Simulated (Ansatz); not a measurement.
# Compressing and expanding glassy Ca3Al2Si3O12 (160 atoms), part 2 of 2

How stiff is glassy Ca3Al2Si3O12 (160 atoms)?

Ansatz 0.2.0; Kohn-Sham DFT, PBE, PAW (set soft_2), plane waves.

The cell: 16 Al, 24 Ca, 96 O and 24 Si. The quench rate of 20 K/ps far exceeds what a furnace or splat quench reaches. The starting topology of bonds comes from the classical model. Only the Γ point is sampled.

So far. Step 2 (Single point at the start): The r.m.s. force at the start is 1.3 eV/Å. Step 3 (Cell and atoms relaxed): The relaxation converged after 12 steps, with a largest force component of 0.029 eV/Å.

## 4. Single point at the relaxed geometry

The electronic structure is read at the final geometry, in a run of its own.

input.yaml

```yaml
crystal:
  lattice:
    - [12.93268, 0.12099, -0.0154]
    - [0.12099, 12.86023, -0.07487]
    - [-0.0154, -0.07487, 12.76396]
  atoms:
    - { symbol: Al, position: [0.41468, 0.00515, 0.19792] }
    - { symbol: Al, position: [0.0366, 0.67448, 0.50937] }
    - { symbol: Al, position: [0.34721, 0.5748, 0.15518] }
    - { symbol: Al, position: [0.70849, 0.47269, 0.3481] }
    - { symbol: Al, position: [0.54764, 0.43205, 0.52212] }
    - { symbol: Al, position: [0.97212, 0.87649, 0.73747] }
    [... 148 atom lines left out ...]
    - { symbol: Si, position: [0.80452, 0.97269, 0.04592] }
    - { symbol: Si, position: [0.39668, 0.84684, 0.54407] }
    - { symbol: Si, position: [0.57643, 0.16571, 0.24712] }
    - { symbol: Si, position: [0.58448, 0.2736, 0.02847] }
    - { symbol: Si, position: [0.88261, 0.32371, 0.82222] }
    - { symbol: Si, position: [0.88079, 0.07682, 0.8468] }
kpoints:
  mp_grid: { grid: [1, 1, 1] }
hamiltonian:
  xc: pbe
scf:
  occupations: { method: gaussian, width: 0.05 }
output:
  forces: true
  stress: true
  populations: true
  dos:
    method: { smearing: { sigma: 0.1 } }
    de: 0.1
    projected: { site_lists: { Al: [Al], Ca: [Ca], O: [O], Si: [Si] } }
  eigenvalues: true
  write_density: true
  write_potential: true
  volumetric_format: npy
```

Started as:

```bash
$ ansatz run input.yaml --threads 4 --pin off --max-ram 8192MiB --backend cpu --events-out ev --progress --plain --runs-dir out
```

Numbers of over 12 decimals in the logs are rounded to 6 here.

The program printed:

```text
[...]
Crystal: 160 atoms, lattice volume = 2122.604 Å³
Basis set: ecut = 420 eV, 41523 PW (Γ), exchange–correlation on 180×180×180 points (8 copies of the dense FFT grid, shifted against one another)
Bands: 640, of which v1, the nominal top of the filled ones, is band 480 counted from 1 (479 counted from 0)
Symmetry: 1 space group operations
[...]
k-points: 1
[...]
SCF iter   1: F=—  HF=-122161.481209 eV  |F-HF|=—  |Δ(HF+E_count)|=         —  Δρ=1.95e-3  dr2=9.87e-2  ethr=1.77e-3  ⟨swp⟩=6.0  Hψ=2760  notcnv=0  defer=136
[...]
SCF iter   9: F=-122161.500563 eV  HF=-122161.500563 eV  |F-HF|=4.21e-8  |Δ(HF+E_count)|=   3.72e-7  Δρ=1.53e-6  dr2=5.91e-8  ethr=1.04e-11  ⟨swp⟩=20.0  Hψ=5752  notcnv=0
SCF 1 converged in 9 iterations: F = -122161.500563 eV  dr2 = 5.91e-8
[...]
SCF converged after 9 iterations
Free energy (F): -122161.500563 eV
[...]
Internal energy: -122161.500563 eV  (E = F + TS)
E sigma→0 (E₀):  -122161.500563 eV
Fermi energy:    6.880768 eV
[...]
--- Forces (eV/Å), atoms counted from 1 ---
  atom   1  Al     0.00474727     0.00364757     0.00472999
  atom   2  Al    -0.00289730    -0.00181358     0.00101080
  atom   3  Al    -0.01975425     0.00192413    -0.00684612
  atom   4  Al    -0.00007142    -0.00124905     0.00302170
  atom   5  Al     0.00521940     0.00759401     0.00242197
  atom   6  Al    -0.01183902     0.00122322    -0.00277022
  atom   7  Al     0.00695490     0.00136290    -0.00162622
  atom   8  Al     0.00280679     0.00328349     0.00822183
  atom   9  Al    -0.00268159     0.00461660     0.00497906
  atom  10  Al     0.00435192    -0.00176684    -0.01140916
  atom  11  Al     0.00191892    -0.00005320     0.00230755
  atom  12  Al     0.00654668     0.00466721    -0.00438813
  atom  13  Al    -0.00408889     0.00124848    -0.00895607
  atom  14  Al    -0.00554866     0.00263469    -0.00722183
[...]
atom 159  Si    -0.01361091    -0.00059797    -0.01022596
  atom 160  Si     0.00273558     0.00156372    -0.01250614
  max |Σ_I F_I| component: 9.62e-5 eV/Å
--- Stress (GPa, compression-positive) ---
        0.000231       0.014101      -0.000035
        0.014098       0.001379       0.001475
       -0.000033       0.001473      -0.011968
  P = ⅓ Tr σ = -0.0035 GPa (-0.035 kbar)
--- Band table (eV) ---
[...]
--- Löwdin populations: 160 sites ---
  site symbol       q [e]
     0     Al      1.7843
     1     Al      1.7277
     2     Al      1.7753
[...]
159     Si      2.3544
  spilling = 0.013311 (of n_electrons = 960.000000)
```

Wall time 81 s (4 threads of Arm Neoverse V1, shared host); peak memory 3.5 GiB; 5.3 min of CPU time.

The run gave:

| Quantity | Value |
| --- | --- |
| free energy | -122161.5006 eV |
| free energy per atom | -763.5094 eV/atom |
| SCF cycles | 9 |
| pressure | -0.003453 GPa |
| r.m.s. force component | 0.00726 eV/Å |
| longest force | 0.0373 eV/Å |
| Fermi energy | 6.881 eV |
| gap (highest filled to lowest empty level) | 3.717 eV |
| spilling of the projection | 0.01331 |

Löwdin charges by element and coordination (they lack the spilled electrons, 0.080 e an atom on average):

```csv
element,coordination,atoms,mean charge (e),spread,least,most
Al,all,16,1.24,0.0427,1.15,1.33
Al,4,13,1.24,0.0434,1.15,1.33
Al,5,3,1.22,0.0327,1.17,1.25
Ca,all,24,1.78,0.0195,1.74,1.82
Ca,5,10,1.77,0.022,1.74,1.82
Ca,6,7,1.79,0.0174,1.76,1.81
Ca,7,4,1.77,0.0059,1.76,1.78
Ca,8,3,1.76,0.0117,1.75,1.78
O,all,96,-0.926,0.0935,-1.13,-0.772
O,2,12,-0.799,0.0206,-0.847,-0.772
O,3,54,-0.920,0.07,-1.06,-0.790
O,4,29,-0.990,0.0932,-1.13,-0.853
O,5,1,-0.925,0,-0.925,-0.925
Si,all,24,1.64,0.0468,1.55,1.72
```

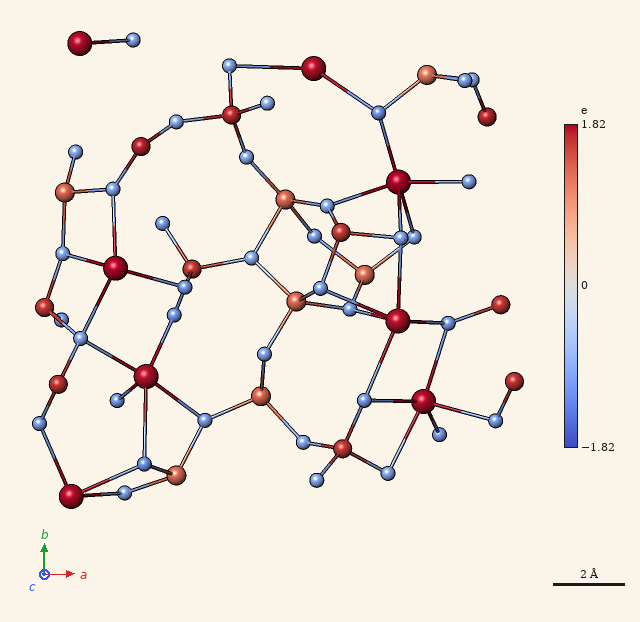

Atoms coloured by Löwdin charge. Drawn is a slice 4 Å thick, seen along the normal of the ab plane.

Density of states as counts of states in windows of 1 eV (from the Fermi level), total and the larger projections:

```csv
from (eV),to (eV),total,O p,Si p
-14,-12,0.0,0.0,0.0
-12,-11,0.3,0.2,0.0
-11,-10,11.8,7.8,0.7
-10,-9,15.4,10.5,1.1
-9,-8,22.8,16.4,1.8
-8,-7,41.4,31.3,4.4
-7,-6,62.4,48.7,5.7
-6,-5,87.5,73.5,4.4
-5,-4,113.6,102.8,2.3
-4,-3,127.1,119.3,1.4
-3,-2,88.6,84.3,0.6
-2,-1,5.2,4.9,0.0
-1,1,0.0,0.0,0.0
1,2,1.9,0.0,0.0
2,3,2.2,0.2,0.1
3,4,42.2,2.7,2.3
4,5,99.0,5.1,6.4
```

Between -26 and -14 eV lie 336 more states.

About 48 of the 960 electrons lie in deeper levels, below the stored range.

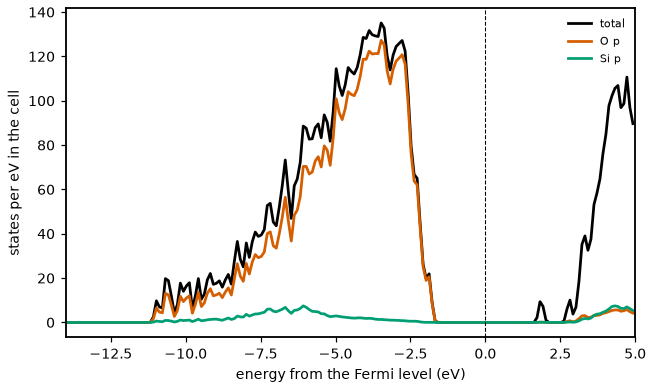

Total and projected density of states, with the broadening of the input.

The levels nearest the highest filled one (over half full), pooled over k-points and spins:

```csv
level less the highest filled one (eV),occupation
-0.347,2
-0.298,2
-0.277,2
-0.164,2
-0.0379,2
0,2
3.72,0
4.66,0
4.96,0
5.09,0
5.10,0
5.14,0
```

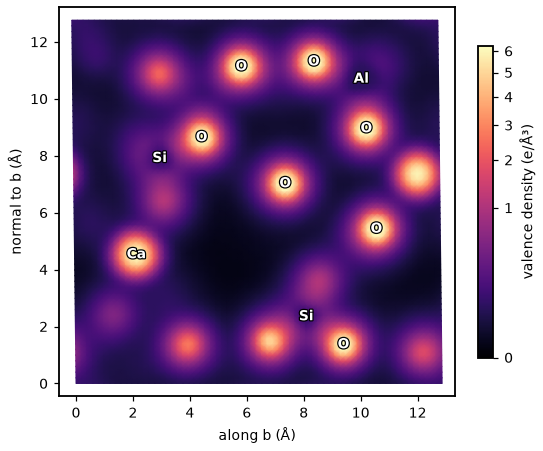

Valence density in the bc plane at fractional x = 0.409, with atoms of Al and Ca and O and Si within 0.2 Å of it. It is the smooth field of the valence electrons, not physical close to the nuclei. The map starts off the cell's origin, so that atoms lie inside it. The colour scale is stretched toward low values.

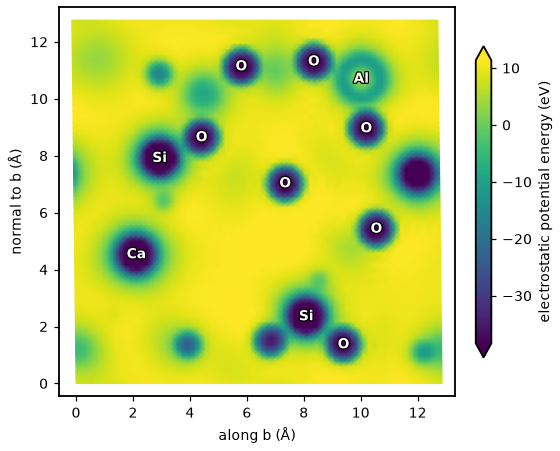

Electrostatic potential energy in the bc plane at fractional x = 0.409, with atoms of Al and Ca and O and Si within 0.2 Å of it. With pseudopotentials it is smooth inside the atoms' cores, unlike the true potential. The map starts off the cell's origin, so that atoms lie inside it.

Filled and empty levels are parted by 3.72 eV (at Γ alone); a semilocal functional tends to put such gaps too low. In a disordered cell it changes from sample to sample, and tail or defect levels can set it. Mean Löwdin charges: Al +1.24, Ca +1.78, O -0.93, Si +1.64 e (they miss 1.3 % of the electrons, so they add up to more than the cell's charge).

## 5. Volume -3 %

The relaxed cell is scaled evenly and the atoms are relaxed again; the stress at the end gives one point of P(V).

input.yaml, the sections that differ from step 4:

```yaml
crystal:
  lattice:
    - [12.80204, 0.11977, -0.01524]
    - [0.11977, 12.73032, -0.07411]
    - [-0.01524, -0.07411, 12.63502]
  atoms:
    [... the 160 atom lines of step 4 ...]
output:
  forces: true
  eigenvalues: true
  stress: true
relax:
  f_tol: 0.05
  max_steps: 70
# kpoints, hamiltonian, scf: as in step 4
```

The program printed:

```text
Warning: output.stress: scf.convergence.dr2_threshold = 1e-7 eV (the SCF's general default) is looser than the 1.08e-8 eV advised for a printed stress (1e-10 eV for each atom of the cell: 160, of which 108 are counted). What an SCF threshold leaves in a stress goes as its square root, and in the free energy as the threshold itself, and one threshold admits the most on a small cell: [...]
[...]
Crystal: 160 atoms, lattice volume = 2058.926 Å³
Basis set: ecut = 420 eV, 40239 PW (Γ), exchange–correlation on 180×180×180 points (8 copies of the dense FFT grid, shifted against one another)
Bands: 640, of which v1, the nominal top of the filled ones, is band 480 counted from 1 (479 counted from 0)
Symmetry: 1 space group operations
[...]
k-points: 1
[...]
SCF iter   1: F=—  HF=-122160.569603 eV  |F-HF|=—  |Δ(HF+E_count)|=         —  Δρ=2.06e-3  dr2=1.04e-1  ethr=1.77e-3  ⟨swp⟩=6.0  Hψ=2764  notcnv=0  defer=136
[...]
SCF iter   6: F=-122160.588726 eV  HF=-122160.588729 eV  |F-HF|=2.96e-6  |Δ(HF+E_count)|=   2.08e-5  Δρ=3.78e-5  dr2=2.67e-5  ethr=6.51e-9  ⟨swp⟩=15.0  Hψ=3939  notcnv=0
SCF 1 converged in 6 iterations: F = -122160.588726 eV  dr2 = 2.67e-5
[...]
relax step   1: F+E_penalty+E_count = -122160.58872646 eV  Δ(F+E_penalty+E_count) = +0.000e0 eV  max|allowed force component| = 5.417e-1 eV/Å  Δτ_max = 0.0000 Å  (6 SCF iters, dr2 threshold 6.25e-5 eV, accepted)
[...]
relax step   2: F+E_penalty+E_count = -122160.87106900 eV  Δ(F+E_penalty+E_count) = -2.823e-1 eV  max|allowed force component| = 2.966e-1 eV/Å  Δτ_max = 0.0358 Å  (6 SCF iters, dr2 threshold 1.83e-5 eV, accepted)
[...]
relax step   3: F+E_penalty+E_count = -122161.01024762 eV  Δ(F+E_penalty+E_count) = -1.392e-1 eV  max|allowed force component| = 1.373e-1 eV/Å  Δτ_max = 0.0509 Å  (7 SCF iters, dr2 threshold 5.50e-6 eV, accepted)
relax step   4: F+E_penalty+E_count = -122160.78329925 eV  Δ(F+E_penalty+E_count) = +2.269e-1 eV  max|allowed force component| = 6.104e-1 eV/Å  Δτ_max = 0.2000 Å  (9 SCF iters, dr2 threshold 4.04e-6 eV, rejected (line search))
relax step   5: F+E_penalty+E_count = -122161.04687245 eV  Δ(F+E_penalty+E_count) = -3.662e-2 eV  max|allowed force component| = 1.436e-1 eV/Å  Δτ_max = 0.0675 Å  (10 SCF iters, accepted)
relax step   6: F+E_penalty+E_count = -122161.03474987 eV  Δ(F+E_penalty+E_count) = +1.212e-2 eV  max|allowed force component| = 1.500e-1 eV/Å  Δτ_max = 0.1000 Å  (7 SCF iters, dr2 threshold 4.42e-6 eV, rejected (line search))
[...]
relax step   7: F+E_penalty+E_count = -122161.06437556 eV  Δ(F+E_penalty+E_count) = -1.750e-2 eV  max|allowed force component| = 3.300e-2 eV/Å  Δτ_max = 0.0333 Å  (9 SCF iters, accepted)
SCF converged after 9 iterations
Free energy (F): -122161.064376 eV
[...]
Internal energy: -122161.064376 eV  (E = F + TS)
E sigma→0 (E₀):  -122161.064376 eV
Fermi energy:    7.265657 eV
[...]
--- Forces (eV/Å), atoms counted from 1 ---
  atom   1  Al    -0.01075850    -0.00123419    -0.00773804
  atom   2  Al     0.00170842    -0.00020534    -0.01153373
  atom   3  Al    -0.01670049    -0.00389124    -0.00664448
  atom   4  Al     0.00816437    -0.01026810     0.00468866
  atom   5  Al    -0.00342857    -0.00416943     0.00016382
  atom   6  Al     0.01170202     0.00105799     0.00097360
  atom   7  Al     0.01744169     0.00062868    -0.01042537
  atom   8  Al     0.01065917    -0.00001614    -0.00300347
  atom   9  Al     0.00922763     0.00441839     0.00784749
  atom  10  Al     0.00851567     0.00148614     0.01248965
  atom  11  Al     0.01406554     0.00233206    -0.01572697
  atom  12  Al     0.00129275    -0.00388236     0.01243640
  atom  13  Al     0.00192572    -0.01314515    -0.01063019
  atom  14  Al     0.01175905     0.01497876    -0.02415657
[...]
atom 159  Si     0.00676380     0.00671353     0.01017608
  atom 160  Si    -0.00141994     0.00078302    -0.00736446
  max |Σ_I F_I| component: 1.02e-4 eV/Å
--- Stress (GPa, compression-positive) ---
        2.346086       0.009890      -0.111001
        0.009888       2.076999       0.122509
       -0.110999       0.122507       2.272353
  P = ⅓ Tr σ = 2.2318 GPa (22.318 kbar)
--- Band table (eV) ---
[...]
--- Relaxed structure (7 steps of the walk, 5 accepted, 0 SCFs on fresh bases) ---
  F+E_penalty+E_count = -122161.06437556 eV   max|allowed force component| = 3.300e-2 eV/Å
  atoms:
    - { symbol: Al, position: [0.415311, 0.00491626, 0.199315] }
    - { symbol: Al, position: [0.037339, 0.676244, 0.506720] }
    - { symbol: Al, position: [0.346927, 0.574727, 0.160205] }
    - { symbol: Al, position: [0.711513, 0.469123, 0.348802] }
[...]
- { symbol: Si, position: [0.880698, 0.076842, 0.843095] }
```

Wall time 6.8 min (4 threads); peak memory 3.4 GiB; 27 min of CPU time.

The program notes that the SCF threshold is loose for the stress.

The relaxation converged after 7 steps, 0.476 eV below its start, with a largest force component of 0.033 eV/Å.

Volume -3 %: the energy stands 0.436 eV above that of the reference, at a pressure of 2.23 GPa.

## 6. Volume +3 %

The relaxed cell is scaled to another volume.

Input and log are left out; they have the form of those shown for this kind of step.

Wall time 10 min (4 threads of Arm Neoverse V1, shared host); peak memory 3.6 GiB; 39 min of CPU time.

The relaxation converged after 10 steps, 0.445 eV below its start, with a largest force component of 0.023 eV/Å.

Volume +3 %: the energy stands 0.372 eV above that of the reference, at a pressure of -1.80 GPa.

## 7. Volume -6 %

The relaxed cell is scaled to another volume.

Input and log are left out; they have the form of those shown for this kind of step.

Wall time 8.7 min (4 threads of Arm Neoverse V1, shared host); peak memory 3.4 GiB.

The relaxation converged after 9 steps, 2.03 eV below its start, with a largest force component of 0.044 eV/Å.

Volume -6 %: the energy stands 1.80 eV above that of the reference, at a pressure of 4.69 GPa.

## 8. Volume +6 %

The relaxed cell is scaled to another volume.

Input and log are left out; they have the form of those shown for this kind of step.

Wall time 11 min (4 threads of Arm Neoverse V1, shared host); peak memory 3.6 GiB.

The relaxation was stopped at its limit after 10 steps, 1.82 eV below its start, with a largest force component of 0.16 eV/Å.

Volume +6 %: the energy stands 1.30 eV above that of the reference.

## 9. Volume -10 %

The relaxed cell is scaled to another volume.

Input and log are left out; they have the form of those shown for this kind of step.

Run time: 4.7 min. Hardware: 4 threads of Arm Neoverse V1, shared host; peak memory 3.2 GiB; 18 min of CPU time.

The relaxation was stopped at its limit after 5 steps, 6.01 eV below its start, with a largest force component of 0.34 eV/Å.

Volume -10 %: the energy stands 5.41 eV above that of the reference.

## 10. Pressure against volume

Atoms are relaxed at each volume, in the scaled cell.

```csv
volume change (%),volume (Å³/atom),energy change (meV/atom),pressure (GPa),largest move on relaxing (Å),bonds,gap (eV)
-6,12.470,11.23,4.69,0.32,315,3.86
-3,12.868,2.73,2.23,0.13,308,3.78
+0,13.266,0.00,0.00,-,307,3.72
+3,13.664,2.33,-1.80,0.21,304,3.69
```

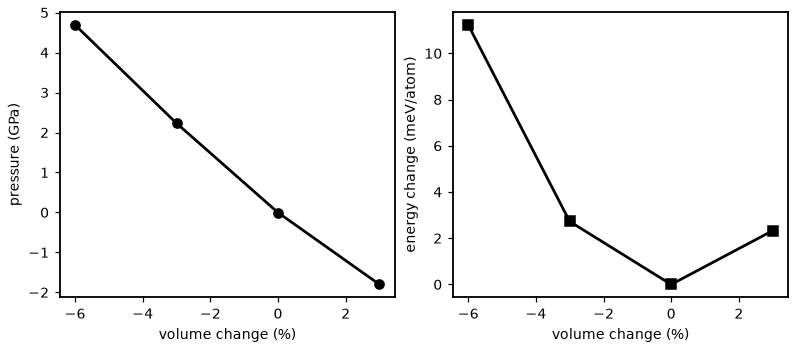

Pressure and energy against volume.

## 11. Outcome

The bulk modulus, from the slope of pressure against ln V over the three points nearest the relaxed volume, is 67.2 GPa; a quadratic over all points gives a pressure derivative of about 4.2. The count of bonds runs from 304 to 315 over the series, so at some points contacts cross the cutoffs. The gap goes from 3.86 eV at the smallest volume to 3.69 eV at the largest, -1.9 eV per unit of ln V by a straight line, on the run's k-points.

**Limits.** Strains are finite and relaxations stop at the force tolerance of the input, which can leave moduli too stiff; they are those of a static cell at zero temperature. Volumes are changed with the cell's shape held, so in an anisotropic solid the modulus lies over the one under free hydrostatic load. The program notes that the SCF threshold of the relaxations is loose for the stress.

The DFT runs together took 54 min of wall time.

[Logs are printed without paths, hosts, clocks, repeated set-up lines and the standing remarks that a program may print on its own settings, such as how far it seeks lower states.]

[Hosts, paths, dates, database ids (printed as entryN), source tags and the programs' standing remarks are cut or masked in the printed files.]
